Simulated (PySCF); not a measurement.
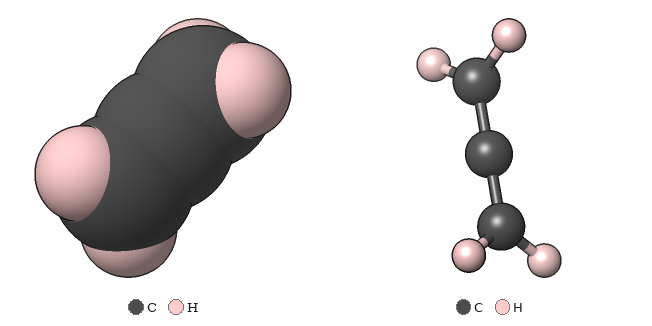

The same structure drawn twice, from different directions.

What is the molecular formula?

Answer. C₃H₄, 7 atoms: 3 carbon and 4 hydrogen.

Write the SMILES.

Answer. C=C=C

Count the bonded pairs by element.

Answer. 4 C–H, 2 C–C.

Describe its rings.

Answer. It has no ring.

What is the point group of this geometry?

Answer. D2d.

The parts below concern this one geometry. Atoms keep their numbers from picture to picture. Computed geometry: PBE0-D3(BJ)/def2-SVP optimisation. No frequency run is at hand to confirm it as a minimum.

**Shape**

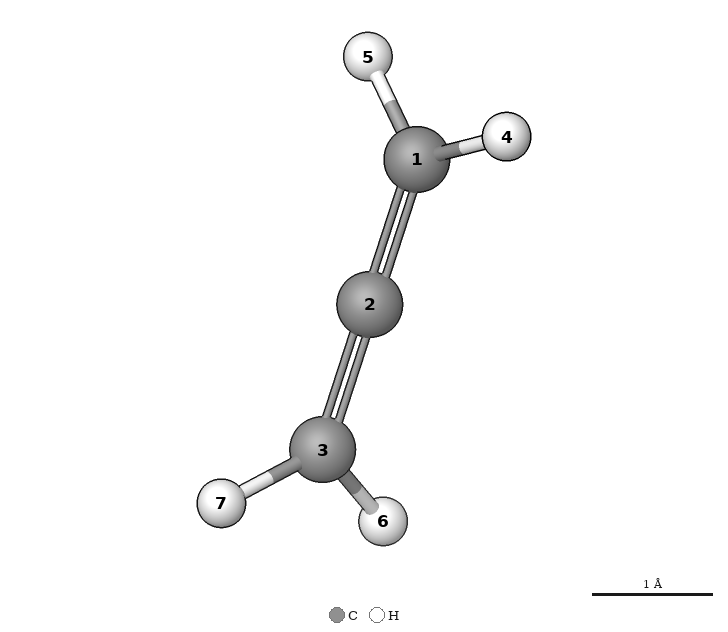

Numbered structure. No frequency run is at hand to confirm it as a minimum.

Give these bond angles: C1–C2–C3, C2–C1–H4, H4–C1–H5.

```json
{"angle": "C1–C2–C3", "degrees": "180.0"}
{"angle": "C2–C1–H4", "degrees": "121.2"}
{"angle": "H4–C1–H5", "degrees": "117.7"}
```

**Excitation**

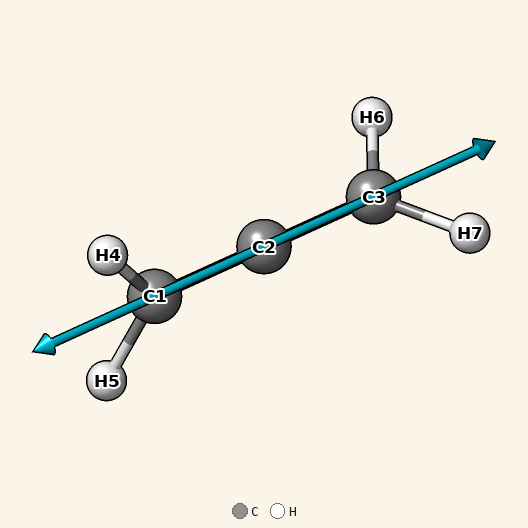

The double arrow shows the direction of the transition dipole to excited singlet state 6 (its length means nothing). No frequency run is at hand to confirm it as a minimum. Properties computed with TDDFT HF/def2-SVPD, vertical, gas phase, core orbitals frozen in the response (PySCF 2.14.0).

How is the transition polarised?

Answer. Nearly parallel to the C2–C3 bond.

Give its energy, strength and character.

Answer. 7.97 eV (156 nm), oscillator strength 1.24, of mixed character, with the largest part HOMO → LUMO+3 (weight 0.45); transition dipole 6.42 D.

**Spin–spin coupling**

No frequency run is at hand to confirm it as a minimum. Properties computed with B3LYP/pcJ-0 indirect spin-spin coupling, non-relativistic, gas phase (PySCF 2.14.0). Isotopes: 13C, 1H.

Give the spin–spin coupling constants of these pairs, with the number of bonds between them: C2/C3, C3/H6, C2/H6, C2/H7, H6/H7, C3/H4.

| pair | bonds apart | J (Hz) |
| --- | --- | --- |
| C2, C3 | 1 | 88.3 |
| C3, H6 | 1 | 159.7 |
| C2, H6 | 2 | −6.2 |
| C2, H7 | 2 | −6.2 |
| H6, H7 | 2 | −13.4 |
| C3, H4 | 3 | 8.4 |

**Polarisability**

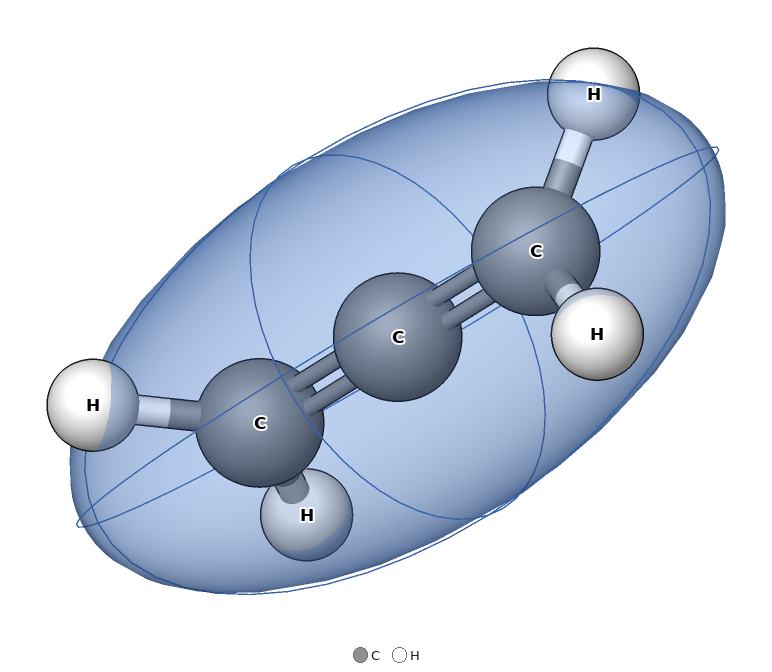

The ellipsoid shows the static dipole polarisability: its half-axes are proportional to the principal values. No frequency run is at hand to confirm it as a minimum. Method: B3LYP/def2-SVPD (PySCF 2.14.0).

Give the principal values, the mean and the anisotropy.

Answer. Principal values 28.9, 28.9, 63.3 bohr³; mean 40.3 bohr³ (5.98 Å³); anisotropy 34.4 bohr³, so the longest axis is 2.19 times the shortest.
